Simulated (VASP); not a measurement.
# How plane-wave cutoff and SCF solver change a VASP run on BeCo

How sensitive are energy and pressure of BeCo to the plane-wave cutoff and SCF solver? The series runs use PBEsol. The plane-wave cutoff tried: ENCUT = 160; ENCUT = 200; ENCUT = 240; ENCUT = 270; ENCUT = 310; ENCUT = 350; ENCUT = 430; ENCUT = 540. The SCF solver tried: ALGO = Normal; ALGO = Fast; ALGO = VeryFast; ALGO = All; ALGO = Damped; AMIX = 0.1, BMIX = 0.01; AMIX = 0.8; IMIX = 1, AMIX = 0.2. The start is a cell from a database of measured crystal structures.

Main program and level: VASP 6.6.1; PBEsol, spin-polarised from a ferromagnetic start (one magnetic atom a cell); plane waves and PAW (Be, Co).

## (1) The starting structure

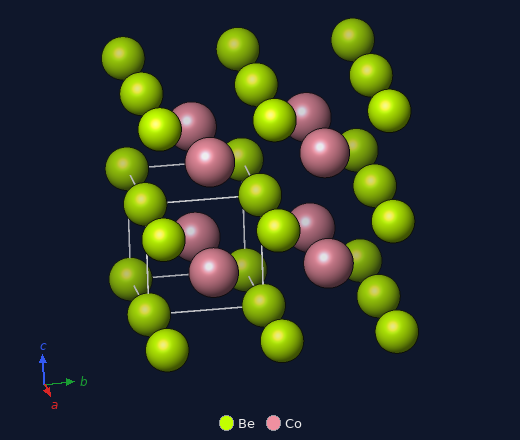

The starting structure, seen slightly off an axis (beryllium green, cobalt pink). 2×2×2 cells are drawn. Some periodic images of atoms are drawn too.

Structure file:

```cif
data_structure
_symmetry_space_group_name_H-M 'Pm-3m'
_symmetry_Int_Tables_number 221
_cell_length_a 2.6060
_cell_length_b 2.6060
_cell_length_c 2.6060
_cell_angle_alpha 90.000
_cell_angle_beta 90.000
_cell_angle_gamma 90.000
_cell_volume 17.70
loop_
_atom_site_label
_atom_site_type_symbol
_atom_site_symmetry_multiplicity
_atom_site_Wyckoff_symbol
_atom_site_fract_x
_atom_site_fract_y
_atom_site_fract_z
_atom_site_occupancy
Be1 Be 1 a 0.00000 0.00000 0.00000 1
Co1 Co 1 b 0.50000 0.50000 0.50000 1
```

## (2) Plane-wave cutoff: ENCUT = 160

The basis grows with ENCUT, and energy and stress both move with it. PBEsol restores the gradient expansion of exchange and is tuned for the cells of solids.

Contents of INCAR:

```
SYSTEM = BeCo
PREC = Accurate
ENCUT = 160
EDIFF = 1E-06
NELM = 100
ISMEAR = -1
SIGMA = 0.05
LREAL = .FALSE.
ALGO = Normal
GGA = PS
NBANDS = 12
ISPIN = 2
MAGMOM = 0 2
LMAXMIX = 4
LORBIT = 11
LWAVE = .FALSE.
LCHARG = .FALSE.
KPAR = 2
ISIF = 2
```

Contents of POSCAR:

```
BeCo
1.0
    2.6060000000      0.0000000000      0.0000000000
    0.0000000000      2.6060000000      0.0000000000
    0.0000000000      0.0000000000      2.6060000000
Be Co
1 1
Direct
    0.0000000000      0.0000000000      0.0000000000
    0.5000000000      0.5000000000      0.5000000000
```

Contents of KPOINTS:

```
Automatic mesh
0
Gamma
7 7 7
0 0 0
```

The projector-augmented-wave data sets are Be and Co (PBE family, release 64).

Launch:

```bash
mpirun -np 2 vasp_std
```

Log:

```text
[banner, memory and clock lines left out]
running    2 mpi-ranks, on    1 nodes
 distrk:  each k-point on    1 cores,    2 groups
 distr:  one band on    1 cores,    1 groups

 POSCAR found type information on POSCAR BeCo
 POSCAR found :  2 types and       2 ions
|                                                                             |
|               ----> ADVICE to this user running VASP <----                  |
|                                                                             |
|     You enforced a specific xc type in the INCAR file but a different       |
|     [... a line on the potential file left out ...]
|     I HOPE YOU KNOW WHAT YOU ARE DOING!                                     |
|                                                                             |

 LDA part: xc-table for (Slater+PW92), standard interpolation
 POSCAR, INCAR and KPOINTS ok, starting setup
 FFT: planning ... GRIDC
 FFT: planning ... GRID_SOFT
 FFT: planning ... GRID
 WAVECAR not read
 entering main loop
       N       E                     dE             d eps       ncg     rms          rms(c)
DAV:   1     0.220895941344E+01    0.22090E+01   -0.26037E+03   992   0.351E+02
DAV:   2    -0.150846490334E+02   -0.17294E+02   -0.16378E+02  1068   0.812E+01
DAV:   3    -0.152308468203E+02   -0.14620E+00   -0.14608E+00  1076   0.734E+00
DAV:   4    -0.152309409208E+02   -0.94101E-04   -0.94100E-04  1032   0.200E-01
DAV:   5    -0.152309411142E+02   -0.19337E-06   -0.19216E-06  1068   0.865E-03    0.270E+01
DAV:   6    -0.149483740551E+02    0.28257E+00   -0.11517E+02   976   0.801E+01    0.179E+01
DAV:   7    -0.970648850128E+01    0.52419E+01   -0.35995E+01   992   0.364E+01    0.299E+00
DAV:   8    -0.967824648022E+01    0.28242E-01   -0.19230E-01  1000   0.301E+00    0.127E+00
DAV:   9    -0.967117344148E+01    0.70730E-02   -0.13657E-02   972   0.720E-01    0.610E-01
DAV:  10    -0.967097188328E+01    0.20156E-03   -0.99450E-04  1024   0.216E-01    0.687E-02
DAV:  11    -0.967098044781E+01   -0.85645E-05   -0.10849E-04  1016   0.742E-02    0.390E-02
DAV:  12    -0.967098523503E+01   -0.47872E-05   -0.14989E-05   992   0.262E-02    0.118E-02
DAV:  13    -0.967098531781E+01   -0.82773E-07   -0.13992E-06   736   0.814E-03
   1 F= -.96709853E+01 E0= -.96625603E+01  d E =-.168500E-01  mag=     0.2208
```

Wall time 1.4 s (2 MPI ranks of Intel Xeon 6975P-C (Granite Rapids), shared host); peak memory 0.19 GiB; 1 s of CPU time.

The logs omit lines about the potential files and the build; timing stands in the text.

From OUTCAR (step 2):

```text
ion  position               nearest neighbor table
   1  0.000  0.000  0.000-   2 2.26   2 2.26   2 2.26   2 2.26   2 2.26   2 2.26   2 2.26   2 2.26

  LATTYP: Found a simple cubic cell.
 ALAT       =     2.6060000000

 Subroutine GETGRP returns: Found 48 space group operations
 (whereof 48 operations were pure point group operations)

The static configuration has the point symmetry O_h .

 Found     20 irreducible k-points:

   k-points           NKPTS =     20   k-points in BZ     NKDIM =     20   number of bands    NBANDS=     12

   dimension x,y,z NGX =    12 NGY =   12 NGZ =   12
   dimension x,y,z NGXF=    24 NGYF=   24 NGZF=   24

   ENCUT  =  160.0 eV  11.76 Ry    3.43 a.u.   2.69  2.69  2.69*2*pi/ulx,y,z

   NELECT =      11.0000    total number of electrons

 k-points in reciprocal lattice and weights: Automatic mesh
   0.00000000  0.00000000  0.00000000       0.003
   0.14285714  0.00000000  0.00000000       0.017
   0.28571429  0.00000000  0.00000000       0.017
   0.42857143  0.00000000  0.00000000       0.017
   0.14285714  0.14285714  0.00000000       0.035
   0.28571429  0.14285714  0.00000000       0.070
   0.42857143  0.14285714  0.00000000       0.070
   0.28571429  0.28571429  0.00000000       0.035
   0.42857143  0.28571429  0.00000000       0.070
[...]
0.42857143  0.42857143  0.28571429       0.070
   0.42857143  0.42857143  0.42857143       0.023

 average (electrostatic) potential at core
       1 -30.2179       2 -80.6851

 E-fermi :   8.2483

 spin component 1
 k-point     1 :       0.0000    0.0000    0.0000
  band No.  band energies     occupation
    ...
      2       5.2226      1.00000
      3       5.2226      1.00000
      4       7.8210      0.99981
      5       7.8210      0.99981
      6       7.8210      0.99981
      7      16.2718      0.00000
      8      16.2718      0.00000
      9      16.2718      0.00000
     10      24.1138      0.00000
     11      24.1138      0.00000
    ...

 k-point     2 :       0.1429    0.0000    0.0000
  band No.  band energies     occupation
    ...
      2       5.3138      1.00000
      3       5.3241      1.00000
      4       7.6121      1.00000
      5       7.6121      1.00000
      6       7.8594      0.99958
      7      14.2948      0.00000
      8      16.9386      0.00000
      9      16.9386      0.00000
     10      24.1531      0.00000
     11      26.2190      0.00000
    ...

 k-point     3 :       0.2857    0.0000    0.0000
  band No.  band energies     occupation
    ...
      2       5.3656      1.00000
      3       5.6213      1.00000
      4       7.0907      1.00000
      5       7.0907      1.00000
      6       8.0328      0.98675
      7      11.4301      0.00000
      8      18.8019      0.00000
      9      18.8019      0.00000
     10      24.0305      0.00000
     11      28.2280      0.00000
    ...

 k-point     4 :       0.4286    0.0000    0.0000
  band No.  band energies     occupation
    ...
      2       4.7656      1.00000
      3       5.5453      1.00000
      4       6.7615      1.00000
      5       6.7615      1.00000
      6       8.1592      0.85601
      7       9.7403      0.00000
      8      20.9637      0.00000
      9      20.9637      0.00000
     10      24.0886      0.00000
     11      26.8745      0.00000
    ...

 k-point     5 :       0.1429    0.1429    0.0000
  band No.  band energies     occupation
    ...
      2       5.3781      1.00000
      3       5.4374      1.00000
      4       7.1432      1.00000
      5       7.5850      1.00000
      6       7.7501      0.99995
      7      14.1335      0.00000
      8      15.7056      0.00000
      9      17.5405      0.00000
     10      25.2445      0.00000
     11      27.5059      0.00000
    ...

 k-point     6 :       0.2857    0.1429    0.0000
  band No.  band energies     occupation
    ...
      2       5.4764      1.00000
      3       5.6845      1.00000
      4       7.0519      1.00000
      5       7.1341      1.00000
      6       8.0029      0.99267
      7      11.6064      0.00000
      8      16.9392      0.00000
      9      19.2405      0.00000
     10      25.2171      0.00000
     11      27.0072      0.00000
    ...

  Total      -30.9748461    -30.9748461    -30.9748461      0.0000000      0.0000000     -0.0000000
  in kB    -2804.1194210  -2804.1194210  -2804.1194210      0.0000000      0.0000000     -0.0000000
  external PRESSURE =   -2804.1194210 kB  Pullay stress =       0.0000000 kB

  energy-cutoff  :      160.00
  volume of cell :       17.70
      direct lattice vectors                 reciprocal lattice vectors
     2.606000000  0.000000000  0.000000000     0.383729854  0.000000000  0.000000000
     0.000000000  2.606000000  0.000000000     0.000000000  0.383729854  0.000000000
     0.000000000  0.000000000  2.606000000     0.000000000  0.000000000  0.383729854

 POSITION                                       TOTAL-FORCE (eV/Angst)
 -----------------------------------------------------------------------------------
      0.00000      0.00000      0.00000         0.000000      0.000000      0.000000
      1.30300      1.30300      1.30300         0.000000      0.000000      0.000000
 -----------------------------------------------------------------------------------
    total drift:                                0.000000      0.000000     -0.000000

  FREE ENERGIE OF THE ION-ELECTRON SYSTEM (eV)
  ---------------------------------------------------
  free  energy   TOTEN  =        -9.6709853178 eV

  energy  without entropy=       -9.6541353142  energy(sigma->0) =       -9.66256032

 total charge
# of ion       s       p       d       tot
------------------------------------------
    1        0.448   0.689   0.000   1.137
    2        0.476   0.569   7.990   9.035
--------------------------------------------------
tot          0.923   1.258   7.990  10.171

 magnetization (x)
# of ion       s       p       d       tot
------------------------------------------
    1       -0.001  -0.003   0.000  -0.005
    2        0.000   0.006   0.224   0.230
--------------------------------------------------
tot         -0.001   0.003   0.224   0.225

[... 6 further parts left out ...]
```

The cell holds one magnetic atom, so no antiferromagnetic order fits into it. The k-mesh is coarse for a metal. LASPH is off, so gradient terms of the non-spherical density inside the spheres are left out; for open d or f shells this can shift gaps and moments. The PAW data sets were made with PBE, which is usual practice but a small mismatch for other functionals.

Numbers from this step:

```
SCF cycles                                        : 13
electrons                                         : 11
bands                                             : 12
irreducible k-points                              : 20
symmetry operations                               : 48
free energy (TOTEN)                               : -9.671 eV
energy at zero smearing                           : -9.663 eV
Fermi energy                                      : 8.248 eV
pressure                                          : -280.4 GPa
moment of the cell, from the last line of the log : 0.2208 μB
metallic                                          : yes
```

Spin moment in the PAW sphere by atom:

```tsv
atom	spin moment in the PAW sphere (μB)
Be1	-0.005
Co2	0.230
```

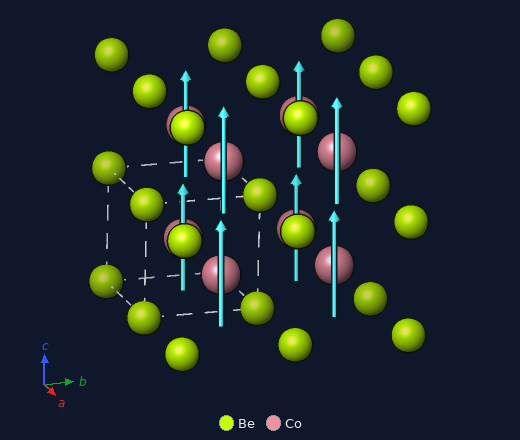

Spin moment in the PAW sphere as arrows, the longest 0.23 μB. Up and down stand for the sign. Arrows give size and sign along the axis of quantisation, drawn up and down the page. 2×2×2 cells are drawn. Some periodic images of atoms are drawn too.

The series starts at -4.8313 eV an atom and -280.41 GPa, after 13 cycles in 1.4 s.

## (3) Plane-wave cutoff: ENCUT = 200

Changes to INCAR since step 2:

```diff
@@ -2,3 +2,3 @@
 PREC = Accurate
-ENCUT = 160
+ENCUT = 200
 EDIFF = 1E-06
```

POSCAR is that of step 2.

KPOINTS is that of step 2.

Launch:

```bash
mpirun -np 2 vasp_std
```

Log:

```text
[banner, memory and clock lines left out]
running    2 mpi-ranks, on    1 nodes
[...]
[... a notice as in an earlier step ...]

 LDA part: xc-table for (Slater+PW92), standard interpolation
 POSCAR, INCAR and KPOINTS ok, starting setup
[...]
entering main loop
       N       E                     dE             d eps       ncg     rms          rms(c)
DAV:   1     0.779883387705E+01    0.77988E+01   -0.29327E+03  1008   0.454E+02
DAV:   2    -0.149261725605E+02   -0.22725E+02   -0.20903E+02  1060   0.994E+01
DAV:   3    -0.152503441851E+02   -0.32417E+00   -0.32354E+00  1072   0.125E+01
DAV:   4    -0.152512135230E+02   -0.86934E-03   -0.86931E-03  1048   0.671E-01
[...]
DAV:  14    -0.119619211343E+02   -0.12148E-05   -0.72656E-05  1104   0.616E-02    0.894E-03
DAV:  15    -0.119619222253E+02   -0.10910E-05   -0.13065E-06   652   0.101E-02    0.383E-03
DAV:  16    -0.119619222438E+02   -0.18473E-07   -0.76884E-08   528   0.233E-03
   1 F= -.11961922E+02 E0= -.11952966E+02  d E =-.179135E-01  mag=     0.3753
```

It took 1.6 s on 2 MPI ranks; peak memory 0.2 GiB; 1.4 s of CPU time.

From OUTCAR (step 3):

```text
  Total       -8.4096653     -8.4096653     -8.4096653      0.0000000     -0.0000000      0.0000000
  in kB     -761.3179347   -761.3179347   -761.3179347      0.0000000     -0.0000000      0.0000000
  external PRESSURE =    -761.3179347 kB  Pullay stress =       0.0000000 kB

  FREE ENERGIE OF THE ION-ELECTRON SYSTEM (eV)
  ---------------------------------------------------
  free  energy   TOTEN  =       -11.9619222438 eV

  energy  without entropy=      -11.9440087923  energy(sigma->0) =      -11.95296552

 magnetization (x)
# of ion       s       p       d       tot
------------------------------------------
    1       -0.005  -0.017   0.000  -0.022
    2       -0.001   0.000   0.408   0.408
--------------------------------------------------
tot         -0.006  -0.017   0.408   0.385

[... 2 parts as in an earlier step ...]

[... 2 further parts left out ...]
[key lines of the parts left out:]
E-fermi :   8.5213
```

Against the run before the energy moves by -1145.20 meV an atom and the pressure by +204.28 GPa, after 16 cycles in 1.6 s.

## (4) Plane-wave cutoff: ENCUT = 240

Changes to INCAR since step 3:

```diff
@@ -2,3 +2,3 @@
 PREC = Accurate
-ENCUT = 200
+ENCUT = 240
 EDIFF = 1E-06
```

POSCAR is that of step 3.

KPOINTS is that of step 3.

Launch:

```bash
mpirun -np 2 vasp_std
```

Log:

```text
[... set-up lines as in an earlier step ...]
 entering main loop
       N       E                     dE             d eps       ncg     rms          rms(c)
DAV:   1     0.147925698621E+02    0.14793E+02   -0.34352E+03   976   0.555E+02
DAV:   2    -0.146738187708E+02   -0.29466E+02   -0.27366E+02  1032   0.121E+02
DAV:   3    -0.151854555956E+02   -0.51164E+00   -0.51048E+00  1108   0.186E+01
DAV:   4    -0.151878635683E+02   -0.24080E-02   -0.24077E-02  1052   0.127E+00
[...]
DAV:  12    -0.123230435573E+02   -0.87866E-05   -0.59090E-05  1204   0.650E-02    0.299E-02
DAV:  13    -0.123230455032E+02   -0.19458E-05   -0.12579E-05  1024   0.336E-02    0.104E-02
DAV:  14    -0.123230447810E+02    0.72215E-06   -0.30018E-06   580   0.150E-02
   1 F= -.12323045E+02 E0= -.12314627E+02  d E =-.168365E-01  mag=     0.3115
```

It took 1.6 s on 2 MPI ranks; peak memory 0.2 GiB.

From OUTCAR (step 4):

```text
  Total       -2.3873356     -2.3873356     -2.3873356      0.0000000     -0.0000000      0.0000000
  in kB     -216.1229155   -216.1229155   -216.1229155      0.0000000     -0.0000000      0.0000000
  external PRESSURE =    -216.1229155 kB  Pullay stress =       0.0000000 kB

 POSITION                                       TOTAL-FORCE (eV/Angst)
 -----------------------------------------------------------------------------------
      0.00000      0.00000      0.00000         0.000000      0.000000      0.000000
      1.30300      1.30300      1.30300         0.000000      0.000000      0.000000
 -----------------------------------------------------------------------------------
    total drift:                                0.000000     -0.000000      0.000000

  FREE ENERGIE OF THE ION-ELECTRON SYSTEM (eV)
  ---------------------------------------------------
  free  energy   TOTEN  =       -12.3230447810 eV

  energy  without entropy=      -12.3062083093  energy(sigma->0) =      -12.31462655

 magnetization (x)
# of ion       s       p       d       tot
------------------------------------------
    1       -0.004  -0.013   0.000  -0.016
    2       -0.001   0.002   0.329   0.331
--------------------------------------------------
tot         -0.004  -0.010   0.329   0.315

[... 1 part as in an earlier step ...]

[... 2 further parts left out ...]
[key lines of the parts left out:]
E-fermi :   8.6467
```

Against the run before the energy moves by -180.83 meV an atom and the pressure by +54.52 GPa, after 14 cycles in 1.6 s.

## (5) Plane-wave cutoff: ENCUT = 270

Changes to INCAR since step 4:

```diff
@@ -2,3 +2,3 @@
 PREC = Accurate
-ENCUT = 240
+ENCUT = 270
 EDIFF = 1E-06
```

POSCAR is that of step 4.

KPOINTS is that of step 4.

Launch:

```bash
mpirun -np 2 vasp_std
```

Log:

```text
[... set-up lines as in an earlier step ...]
 entering main loop
       N       E                     dE             d eps       ncg     rms          rms(c)
DAV:   1     0.174514536996E+02    0.17451E+02   -0.35667E+03   976   0.628E+02
DAV:   2    -0.144997740511E+02   -0.31951E+02   -0.29566E+02  1024   0.130E+02
DAV:   3    -0.151655512456E+02   -0.66578E+00   -0.66174E+00  1096   0.223E+01
DAV:   4    -0.151700355303E+02   -0.44843E-02   -0.44836E-02  1064   0.180E+00
[...]
DAV:  11    -0.123732866319E+02   -0.70501E-04   -0.12617E-04   988   0.111E-01    0.961E-02
DAV:  12    -0.123733052668E+02   -0.18635E-04   -0.80648E-05  1220   0.827E-02    0.314E-02
DAV:  13    -0.123733060542E+02   -0.78739E-06   -0.99406E-06   980   0.304E-02
   1 F= -.12373306E+02 E0= -.12364992E+02  d E =-.166285E-01  mag=     0.3115
```

Wall time 1.8 s (2 MPI ranks); peak memory 0.2 GiB; 1.6 s of CPU time.

OUTCAR, selected parts (step 5):

```text
  Total       -1.2360346     -1.2360346     -1.2360346      0.0000000      0.0000000     -0.0000000
  in kB     -111.8968805   -111.8968805   -111.8968805      0.0000000      0.0000000     -0.0000000
  external PRESSURE =    -111.8968805 kB  Pullay stress =       0.0000000 kB

  FREE ENERGIE OF THE ION-ELECTRON SYSTEM (eV)
  ---------------------------------------------------
  free  energy   TOTEN  =       -12.3733060542 eV

  energy  without entropy=      -12.3566775942  energy(sigma->0) =      -12.36499182

 magnetization (x)
# of ion       s       p       d       tot
------------------------------------------
    1       -0.004  -0.013   0.000  -0.017
    2       -0.001   0.002   0.328   0.329
--------------------------------------------------
tot         -0.004  -0.010   0.328   0.313

[... 2 parts as in an earlier step ...]

[... 2 further parts left out ...]
[key lines of the parts left out:]
E-fermi :   8.6835
```

Against the run before the energy moves by -25.18 meV an atom and the pressure by +10.42 GPa, after 13 cycles in 1.8 s.

(Part 1 of 3 ends here.)

[Lines on the potential files, build, host, timing and source positions are cut from VASP's logs without a mark.]

[Logs are printed without paths, hosts, clocks, repeated set-up lines and the standing remarks that a program may print on its own settings, such as how far it seeks lower states.]

[Hosts, paths, dates, database ids (printed as entryN), source tags and the programs' standing remarks are cut or masked in the printed files.]

[A measured line is paired with the nearest computed mode of its activity, which favours agreement.]
